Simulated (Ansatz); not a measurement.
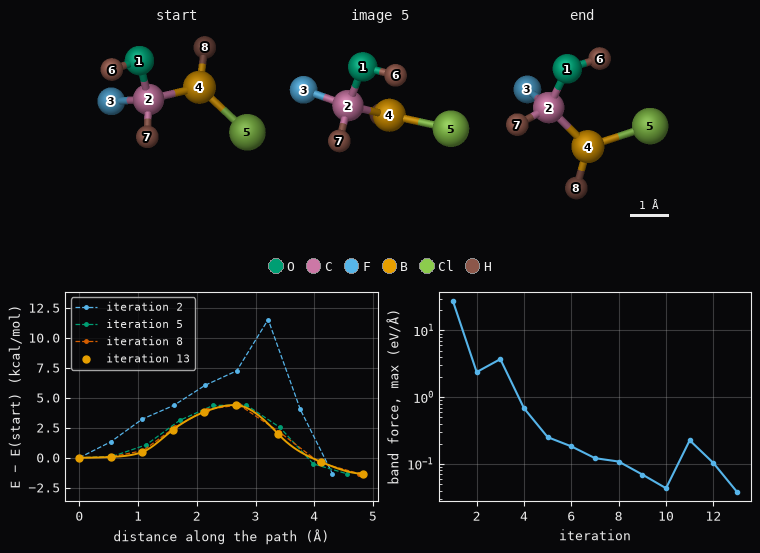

A nudged-elastic-band calculation for CH3BClFO. Images are numbered from 0 (start) to 8 (end). The plot follows the band through its iterations. The picture is a ball-and-stick view, seen at a tilt.

Method: RKS B3LYP-D4/def2-SVP (Ansatz). Run with 7 movable images; climbing image; force threshold 0.05 eV/Å; iteration limit 37; starting path through a guess of the saddle point.

> Judge this run.

The result is final at these settings. The band converged in 13 iterations. The largest component of the band force went from 27 to 0.038 eV/Å. The climbing image converged on the top of the path. Its vibrational analysis gives one imaginary mode (120i cm⁻¹), as a transition state must have. The first iteration put the highest image at 105.59 kcal/mol. Forward barrier 4.39 kcal/mol, backward barrier 5.73 kcal/mol, with image 5 at the top; the reaction energy is −1.33 kcal/mol.
